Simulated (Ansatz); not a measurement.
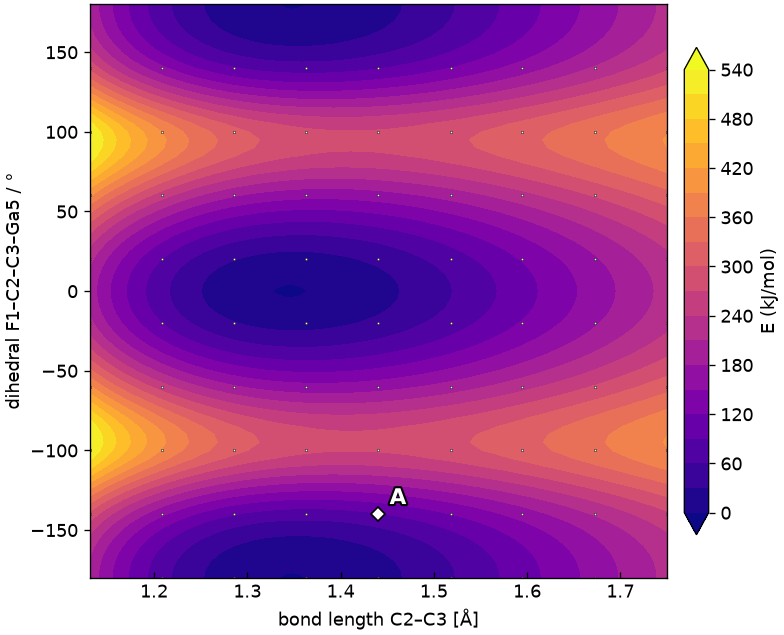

C₂H₃F₂Ga, SMILES FC=[C](F)[GaH2]. 
- First axis: bond length C2–C3. Second axis: dihedral F1–C2–C3–Ga5.
- Nothing is relaxed (all other coordinates rigid).
- The grid has 9 × 9 points.
- Energies: kJ/mol, counted from the lowest grid point.
- The dihedral twists a double bond; near 90° a spin-restricted reference is unreliable.
- All numbers below come from Ansatz 0.2.0, RKS r2SCAN-D4/def2-SVP.

In the figure: filled contours, dots at the grid points, one colour for all values above the top of the scale, the point A. Between grid points the surface is interpolated.

Question: Which way does the force act at A, and how strong is it?

Answer: A, at bond length C2–C3 = 1.440 Å, dihedral F1–C2–C3–Ga5 = −140°, is not a stationary point. The computed force is 310 kJ/mol for each Å towards smaller values of bond length C2–C3 and 3.3 kJ/mol for each degree towards smaller values of dihedral F1–C2–C3–Ga5.
